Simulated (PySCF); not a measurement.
**EPR calculation, with input and output: C$_{7}$H$_{13}$**

- system: C$_{7}$H$_{13}$, multiplicity 2
- method: UKS B3LYP, pcH-1 on C H, non-relativistic, mean-field spin-orbit, GIAO (PySCF 2.14.0)

It belongs to a series of runs on one base structure; here: H removed from sp2 C.

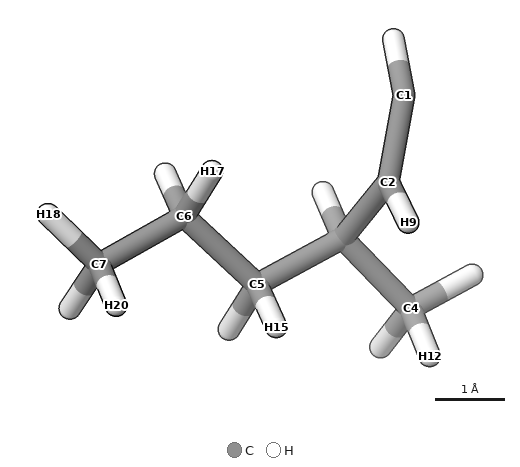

**Figure 1.** The structure as given in the input (stick view, seen at a tilt; atoms are numbered from 1 in the order of the input). Bond lengths as drawn: C–C 1.29 to 1.53 Å and C–H 1.07 to 1.09 Å.

### Summary

- outcome: converged
- total energy: −274.504831 hartree
- ⟨S²⟩: 0.759
- isotropic g: 2.0022
- hardware: 1 CPU thread, shared host
- wall time: 80 s
- peak memory: 0.98 GiB

### Input
```
{"job": {"kind": "epr", "basis": "pcH-1"}, "charge": 0, "multiplicity": 2}
C     -1.744550     2.244367     0.133320
C     -1.249196     1.315032    -0.609848
C     -1.085691    -0.156307    -0.224627
C     -1.946429    -1.008786    -1.153448
C      0.388804    -0.553125    -0.320062
C      1.268835     0.198014     0.676128
C      2.728327    -0.228428     0.574643
H     -2.151605     2.345238     1.113203
H     -0.903157     1.526975    -1.615842
H     -1.429653    -0.286956     0.806255
H     -1.886949    -2.056529    -0.864390
H     -1.604901    -0.915373    -2.182304
H     -2.987093    -0.695684    -1.105146
H      0.473529    -1.627097    -0.132656
H      0.747935    -0.363912    -1.335032
H      0.906016     0.009102     1.689234
H      1.186621     1.271120     0.490757
H      3.335545     0.314224     1.295416
H      2.830932    -1.293607     0.772992
H      3.117530    -0.027590    -0.421325
```

The first line tells a small driver script what to run in PySCF; the rest is the geometry in Å.

Run as:
```bash
OMP_NUM_THREADS=1 python <driver script> task.json out
```

### What the program printed
```
UKS, coarse grid
  cycle   1  E = -274.42930338  |g| = 3.66e-01
  cycle   2  E = -274.40893596  |g| = 4.24e-01
  cycle   3  E = -274.50256485  |g| = 6.55e-02
  cycle   4  E = -274.50384251  |g| = 4.53e-02
  cycle   5  E = -274.50492766  |g| = 8.14e-03
  cycle   6  E = -274.50497637  |g| = 3.73e-03
  cycle   7  E = -274.50499519  |g| = 1.54e-03
  cycle   8  E = -274.50500266  |g| = 7.59e-04
UKS, final grid
  cycle   1  E = -274.50483037  |g| = 7.28e-04
  cycle   2  E = -274.50483059  |g| = 8.70e-04
  cycle   3  E = -274.50483100  |g| = 1.80e-04
  cycle   4  E = -274.50483111  |g| = 1.84e-04
  cycle   5  E = -274.50483115  |g| = 5.40e-05
  cycle   6  E = -274.50483115  |g| = 7.23e-06
E = -274.50483115 Eh   <S^2> = 0.7587 (exact 0.7500)
g shifts (ppm)      1          2          3
  rmc          -147       -147       -147
  gc             33          4        -41
  oz_so        -451         44        540
  total        -564        -99        352
hyperfine (MHz)  atom isotope    a_iso     a_fc   dipolar eigenvalues
    0   13C     310.38     310.38    -81.13    -59.71    140.84
    1   13C     -20.09     -20.09    -19.54      2.03     17.51
    2   13C      75.95      75.95     -9.30     -8.43     17.73
    3   13C      -5.02      -5.02     -0.60     -0.48      1.09
    4   13C      -3.01      -3.01     -0.69     -0.61      1.30
    5   13C      -0.16      -0.16     -0.45     -0.10      0.55
    6   13C       0.22       0.22     -0.14     -0.11      0.25
    7    1H      42.24      42.24    -32.20     -6.88     39.08
    8    1H     110.40     110.40     -6.45     -5.40     11.85
    9    1H      -5.39      -5.39     -6.47     -1.32      7.79
   10    1H       4.45       4.45     -1.12     -0.73      1.86
   11    1H      -0.02      -0.02     -1.37     -0.88      2.25
   12    1H       1.65       1.65     -1.74     -1.24      2.98
   13    1H       5.90       5.90     -1.18     -0.68      1.86
   14    1H      -0.11      -0.11     -1.48     -0.84      2.32
   15    1H       0.14       0.14     -1.28     -1.03      2.31
   16    1H       0.12       0.12     -1.98     -1.67      3.64
   17    1H      -0.13      -0.13     -0.43     -0.39      0.82
   18    1H      -0.18      -0.18     -0.41     -0.34      0.76
   19    1H       0.01       0.01     -0.48     -0.42      0.90
```

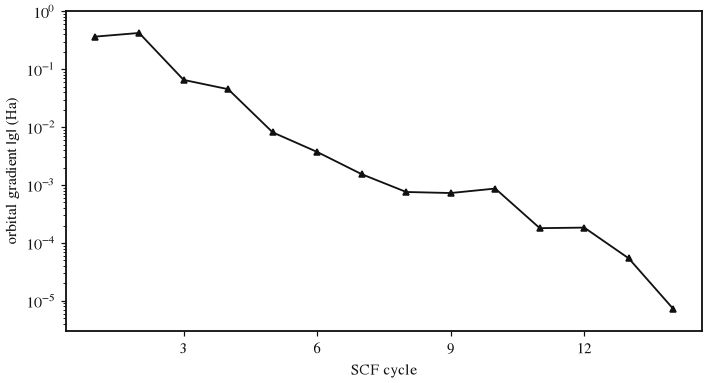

**Figure 2.** Convergence of the self-consistent field: orbital gradient |g| against the SCF cycle. All cycles printed in the log are drawn one after another.

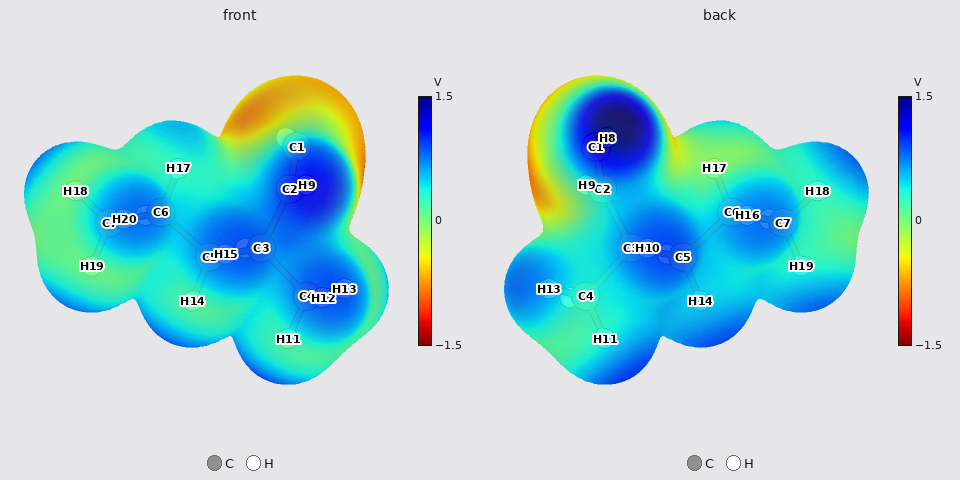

**Figure 3.** The molecular electrostatic potential painted on the density surface at 0.004 e/bohr³, seen at a tilt and from behind; red is negative and blue positive.

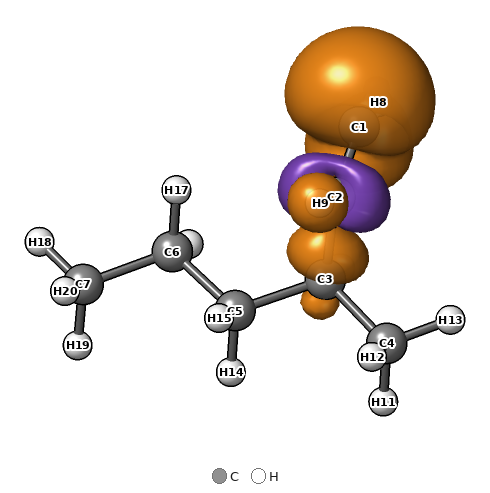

**Figure 4.** Isosurfaces of the spin density at +0.02 (orange) and −0.02 e/Å³ (purple), seen at a tilt. The unpaired spin (1 electron) lies mostly on C1 (about 0.8) and H8 (about 0.1), in electrons by Hirshfeld's partition.
